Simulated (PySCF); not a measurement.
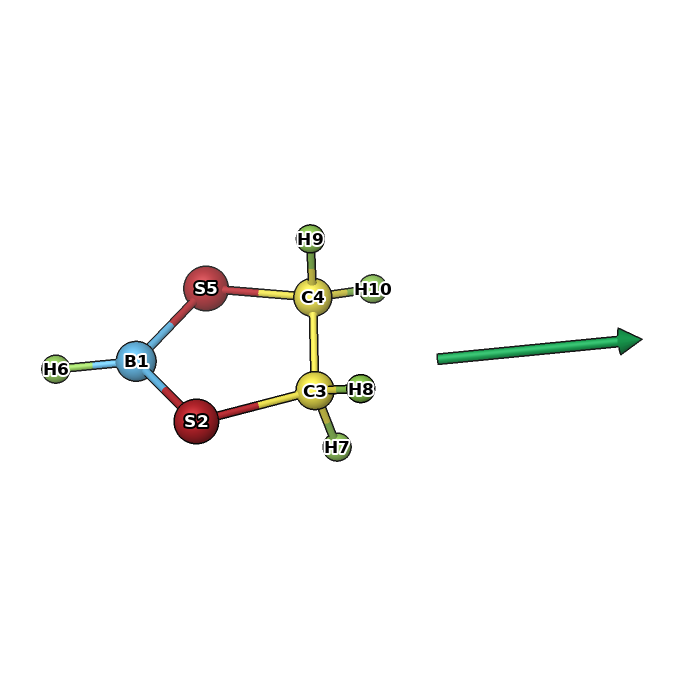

The arrow beside the molecule shows the direction of the dipole moment, from the negative to the positive end (its length means nothing). Computed geometry: GFN2-xTB optimisation. No frequency run is at hand to confirm it as a minimum. Level of theory: CAM-B3LYP/def2-SVPD, gas phase (PySCF 2.14.0).

> Estimate the dipole moment.

2.30 D; it points from the side of H6 to the side of H8, H10 (the outermost atoms at the two ends).

The geometry is semi-empirical. Around B such bond lengths and angles can be off by a tenth of an ångström or more and by several degrees, and values that hang on the shape move with them.
